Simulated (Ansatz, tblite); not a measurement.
# Si32H36 ring sphere (Si₃₂H₃₆): which spin state is lowest

Is the singlet the ground state of Si32H36 ring sphere (Si₃₂H₃₆)? Other spin states are computed and compared level by level.

Method: as each input shows; program: Ansatz 0.2.0, Gaussian basis.

Levels to be run: triplet, at the geometry of the singlet (GFN1-xTB, GFN2-xTB, PBE0-D4/def2-TZVP, PBE-D4/def2-TZVP); the singlet's energies come from earlier runs.

1 further run of the same task is left out (set aside as unsound or not needed).

### 1 The relaxed structure

The singlet was relaxed beforehand with PBE-D4/def2-SVP.

68 atoms, charge 0, spin multiplicity 1.

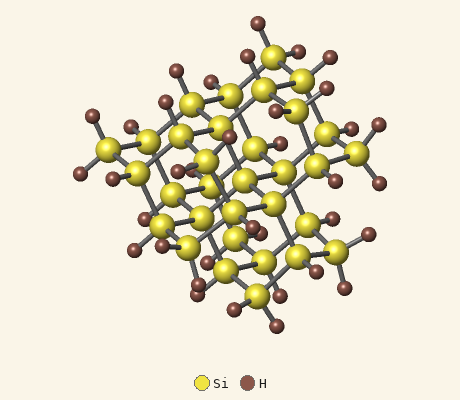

The geometry (silicon yellow, hydrogen brown).

### 2 Triplet at the fixed geometry, GFN1-xTB

Tight binding, by tblite at 300 K electronic temperature and without a spin-polarisation term:

```python
tblite.interface.Calculator('GFN1-xTB', numbers, positions, charge=0, uhf=2).singlepoint()
```

Energy -2127.9528 eV; 1.6 s.

### 3 Triplet at the fixed geometry, GFN2-xTB

Tight binding, by tblite at 300 K electronic temperature and without a spin-polarisation term:

```python
tblite.interface.Calculator('GFN2-xTB', numbers, positions, charge=0, uhf=2).singlepoint()
```

Energy -1987.0636 eV; 2.4 s.

### 4 Triplet at the fixed geometry, PBE0-D4/def2-TZVP

in.yaml

```yaml
crystal:
  periodic: [false, false, false]
  atoms:
    - {symbol: Si, position_ang: [-2.847513, -2.845710, 0.119922]}
    - {symbol: Si, position_ang: [-2.839316, -0.133496, -2.599265]}
    - {symbol: Si, position_ang: [-2.846375, -0.114080, 2.846392]}
    - {symbol: Si, position_ang: [-2.836151, 2.603166, 0.132744]}
    - {symbol: Si, position_ang: [-0.107106, -0.110189, -5.344177]}
    - {symbol: Si, position_ang: [-0.136065, -2.839522, -2.599174]}
    - {symbol: Si, position_ang: [-0.133570, -0.133465, 0.133508]}
    - {symbol: Si, position_ang: [2.599727, -2.838843, 0.134131]}
    - {symbol: Si, position_ang: [2.573833, -0.133945, -2.575838]}
    - {symbol: Si, position_ang: [-0.117669, -2.844397, 2.848211]}
    - {symbol: Si, position_ang: [2.601773, -0.133066, 2.837334]}
    - {symbol: Si, position_ang: [-0.130602, 2.573381, -2.576391]}
    - {symbol: Si, position_ang: [-0.103001, 5.344561, 0.102221]}
    - {symbol: Si, position_ang: [2.576265, 2.573360, 0.128917]}
    - {symbol: Si, position_ang: [-0.131233, 2.602177, 2.836683]}
    - {symbol: Si, position_ang: [5.344589, -0.108274, 0.104191]}
    - {symbol: Si, position_ang: [-1.604235, -4.201639, -1.357375]}
    - {symbol: Si, position_ang: [-1.463529, -1.462375, -3.976981]}
    - {symbol: Si, position_ang: [-4.201926, -1.602426, -1.358790]}
    - {symbol: Si, position_ang: [-4.199934, 1.364702, 1.602061]}
    - {symbol: Si, position_ang: [-1.489519, -1.487645, 1.490323]}
    - {symbol: Si, position_ang: [-1.497160, 1.218838, -1.218781]}
    - {symbol: Si, position_ang: [-1.602516, 1.365152, 4.199774]}
    - {symbol: Si, position_ang: [-1.457744, 3.980544, 1.459249]}
    - {symbol: Si, position_ang: [1.360903, -4.199887, 1.605722]}
    - {symbol: Si, position_ang: [1.232518, 1.230367, -3.949813]}
    - {symbol: Si, position_ang: [1.217383, -1.498783, -1.218395]}
    - {symbol: Si, position_ang: [1.219645, 1.218608, 1.496248]}
    - {symbol: Si, position_ang: [3.978601, -1.461772, 1.460464]}
    - {symbol: Si, position_ang: [3.948640, 1.230501, -1.235510]}
    - {symbol: Si, position_ang: [1.360879, -1.599858, 4.201682]}
    - {symbol: Si, position_ang: [1.235305, 3.946891, -1.236140]}
    - {symbol: H, position_ang: [-3.718956, -3.716048, 0.996756]}
    - {symbol: H, position_ang: [-3.695597, 0.763747, -3.464105]}
    - {symbol: H, position_ang: [-3.718438, -0.988764, 3.718264]}
    - {symbol: H, position_ang: [-3.691375, 3.468230, -0.765301]}
    - {symbol: H, position_ang: [-0.970348, 0.758922, -6.227652]}
    - {symbol: H, position_ang: [0.763414, -0.977075, -6.222693]}
    - {symbol: H, position_ang: [0.760604, -3.696020, -3.464397]}
    - {symbol: H, position_ang: [3.463899, -3.695871, -0.763046]}
    - {symbol: H, position_ang: [3.435655, -1.028367, -3.438480]}
    - {symbol: H, position_ang: [-0.993467, -3.715199, 3.720231]}
    - {symbol: H, position_ang: [3.467158, 0.764878, 3.692334]}
    - {symbol: H, position_ang: [-1.023889, 3.436422, -3.438996]}
    - {symbol: H, position_ang: [-0.968033, 6.224323, -0.768868]}
    - {symbol: H, position_ang: [0.767651, 6.226742, 0.965229]}
    - {symbol: H, position_ang: [3.439843, 3.435829, 1.021812]}
    - {symbol: H, position_ang: [0.766936, 3.466544, 3.692480]}
    - {symbol: H, position_ang: [6.224917, -0.973966, -0.765689]}
    - {symbol: H, position_ang: [6.226172, 0.762448, 0.967748]}
    - {symbol: H, position_ang: [-2.584603, -4.825104, -2.323959]}
    - {symbol: H, position_ang: [-0.872656, -5.311691, -0.652252]}
    - {symbol: H, position_ang: [-2.349204, -2.347193, -4.825538]}
    - {symbol: H, position_ang: [-4.823612, -2.582832, -2.326492]}
    - {symbol: H, position_ang: [-5.313384, -0.871883, -0.654820]}
    - {symbol: H, position_ang: [-5.311818, 0.661793, 0.871190]}
    - {symbol: H, position_ang: [-4.820968, 2.332812, 2.582452]}
    - {symbol: H, position_ang: [-2.582744, 2.334827, 4.818631]}
    - {symbol: H, position_ang: [-0.873721, 0.662556, 5.313222]}
    - {symbol: H, position_ang: [-2.341701, 4.831104, 2.343859]}
    - {symbol: H, position_ang: [0.657729, -5.313096, 0.877127]}
    - {symbol: H, position_ang: [2.329321, -4.819180, 2.586919]}
    - {symbol: H, position_ang: [2.129647, 2.126265, -4.773936]}
    - {symbol: H, position_ang: [4.827899, -2.346775, 2.345235]}
    - {symbol: H, position_ang: [4.771752, 2.126742, -2.133227]}
    - {symbol: H, position_ang: [0.656845, -0.866927, 5.311545]}
    - {symbol: H, position_ang: [2.327701, -2.579915, 4.825284]}
    - {symbol: H, position_ang: [2.132439, 4.768877, -2.134004]}
basis:
  gaussian: {orbitals: def2-TZVP, fitting: {mean_field: def2-universal-jkfit}}
magnetization: {spin_polarized: true, initial_magnetization: 2}
hamiltonian: {xc: pbe0, dispersion: d4}
scf: {omitted_lower_state_checks: [starts]}
output: {orbitals: {seedname: orbitals}}
```

The run is started by

```console
ansatz run in.yaml --threads 10 --pin off --events-out ev --progress --plain --max-ram 110592MiB --backend cuda --devices 0, --max-vram 75GiB
```

The program printed:

```text
Functional definition: PBE0
  name "PBE0"
  cite "Adamo & Barone, J. Chem. Phys. 110, 6158 (1999) doi:10.1063/1.478522"
  cite "Perdew, Burke & Ernzerhof, Phys. Rev. Lett. 77, 3865 (1996) doi:10.1103/PhysRevLett.77.3865"
  parent pbe
  parameter a = 0.25
  parameter kappa = 0.804
  parameter beta = 0.06672455060314922
  exchange = (1 - a)*pbe_x(kappa = kappa, mu = beta*pi^2/3) + a*exact_x
  correlation = pbe_c(beta = beta)
these checks for a lower state are left out or cut short: starts
4744 factors; integrals over basis functions are off by at most 5.7e-1 eV
mean field evaluation 1: about -252578.0914 eV, gradient 2.0e1 eV
mean field evaluation 2: about -252579.9715 eV, gradient 1.3e1 eV
mean field evaluation 4: about -252580.9281 eV, gradient 4.3e0 eV
mean field evaluation 8: about -252581.0385 eV, gradient 4.1e-1 eV
mean field evaluation 16: about -252581.0479 eV, gradient 6.0e-2 eV
mean field evaluation 32: about -252581.0489 eV, gradient 1.2e-4 eV
mean field -252581.04888247 eV, -9282.1823408466 hartree, gradient 6.8e-6 eV, S^2 2.006132; 0 other end points of the search recorded, 0 dependent functions left out
reference -252581.04898157 eV, -9282.1823444887 hartree; 243, 241 occupied and 1157, 1159 virtual orbitals, 4744 factors
Total energy: -252586.70854278 eV, -9282.3903295267 hartree
Checks for a lower state left out: starts
```

Wall time 66 s (1 × H100 with 10 threads of AMD EPYC 7R13, shared host); peak host memory 2.8 GiB.

From the report: HOMO -2.85 eV, LUMO -6.09 eV (over both spins; with the spin held, an empty level of the minority spin lies below the top filled one); ⟨S²⟩ 2.006 (pure: 2.00).

### 5 Triplet at the fixed geometry, PBE-D4/def2-TZVP

start.molden holds the orbitals of an earlier run on this state, given as this run's starting guess.

Changes to in.yaml since step 4:

```diff
@@ -72,5 +72,5 @@
 basis:
-  gaussian: {orbitals: def2-TZVP, fitting: {mean_field: def2-universal-jkfit}}
+  gaussian: {orbitals: def2-TZVP, fitting: {mean_field: def2-universal-jkfit}, initial_orbitals: start.molden}
 magnetization: {spin_polarized: true, initial_magnetization: 2}
-hamiltonian: {xc: pbe0, dispersion: d4}
+hamiltonian: {xc: pbe, dispersion: d4}
 scf: {omitted_lower_state_checks: [starts]}
```

Same command.

The program printed:

```text
Functional definition: PBE
  name "PBE"
  cite "Perdew, Burke & Ernzerhof, Phys. Rev. Lett. 77, 3865 (1996) doi:10.1103/PhysRevLett.77.3865"
  parent pbe
  parameter kappa = 0.804
  parameter beta = 0.06672455060314922
  exchange = pbe_x(kappa = kappa, mu = beta*pi^2/3)
  correlation = pbe_c(beta = beta)
these checks for a lower state are left out or cut short: starts
4744 factors; integrals over basis functions are off by at most 5.7e-1 eV
mean field evaluation 1: about -252555.6408 eV, gradient 2.4e1 eV
mean field evaluation 2: about -252556.5715 eV, gradient 1.2e0 eV
mean field evaluation 4: about -252556.5926 eV, gradient 2.5e-1 eV
mean field evaluation 8: about -252556.5963 eV, gradient 1.2e-4 eV
mean field evaluation 16: about -252556.5963 eV, gradient 2.6e-5 eV
mean field -252556.59626115 eV, -9281.2837235879 hartree, gradient 8.4e-6 eV, S^2 2.002037; 0 other end points of the search recorded, 0 dependent functions left out
reference -252556.59639130 eV, -9281.2837283708 hartree; 243, 241 occupied and 1157, 1159 virtual orbitals, 4744 factors
Total energy: -252562.74990125 eV, -9281.5098656904 hartree
Checks for a lower state left out: starts
```

Wall time 36 s (1 × H100 with 10 threads of AMD EPYC 7R13, shared host); peak host memory 2.6 GiB.

From the report: HOMO -2.64 eV, LUMO -6.13 eV (over both spins; with the spin held, an empty level of the minority spin lies below the top filled one); ⟨S²⟩ 2.002 (pure: 2.00).

### 6 Triplet less singlet, vertical

The singlet's energies are those of its earlier runs, whose logs aren't repeated here.

```csv
level,"triplet less singlet, vertical (kcal/mol)",time
GFN1-xTB,+56.4,2.6 s
GFN2-xTB,+60.5,4 s
PBE-D4/def2-TZVP,+81.8,44 s
PBE0-D4/def2-TZVP,+97.7,80 s
```

Times add the two runs; a level without a time comes out of a correlated run. Tight binding without a spin term can't rank spin states.

### 7 Outcome

```
                                                quantity                                       value
triplet less singlet, vertical, functionals in def2-TZVP  +81.8 (PBE-D4) to +97.7 kcal/mol (PBE0-D4)
```

In words: All functionals put the triplet above the singlet, over a spread of 15.9 kcal/mol. The checks for a lower triplet were left out, so another state of that spin may lie lower. These are electronic energies, without zero-point motion, entropy or surroundings.
